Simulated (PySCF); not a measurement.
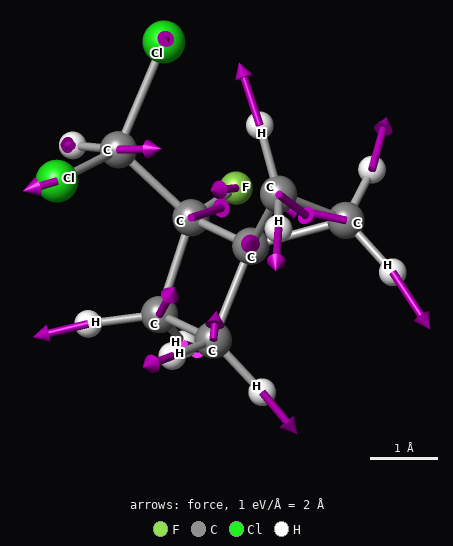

Starting geometry of C₇H₉Cl₂F with the computed forces as purple arrows. The picture is a ball-and-stick view, seen at a tilt.

The start comes from GFN2-xTB.

Computed with PBE0-D3(BJ)/def2-SVP geometry optimisation, gas phase (PySCF 2.14.0, density-fitted response routines). 

Is this structure relaxed? If not, where do the atoms go?

It isn't relaxed: the largest force vector, on a C atom, is 0.60 eV/Å. The final displacements have little in common with the starting forces (cosine between the two patterns 0.20). The largest move after the best rigid fit is that of an H atom, 0.090 Å. Largest moves by element: H 0.090 Å, Cl 0.075 Å, F 0.062 Å, C 0.041 Å. Near-neighbour distances that change, for instance: C–H 1.079 → 1.093 Å, C–F 1.385 → 1.375 Å, C–Cl 1.767 → 1.774 Å, C–C 1.539 → 1.545 Å. Bond angles that change, for instance: C–C–C 125.6° → 123.2°. Over 4 geometry steps the energy falls by 1.08 kcal/mol. Cost: 100 s on 1 thread of Arm Neoverse V2, on a shared host.
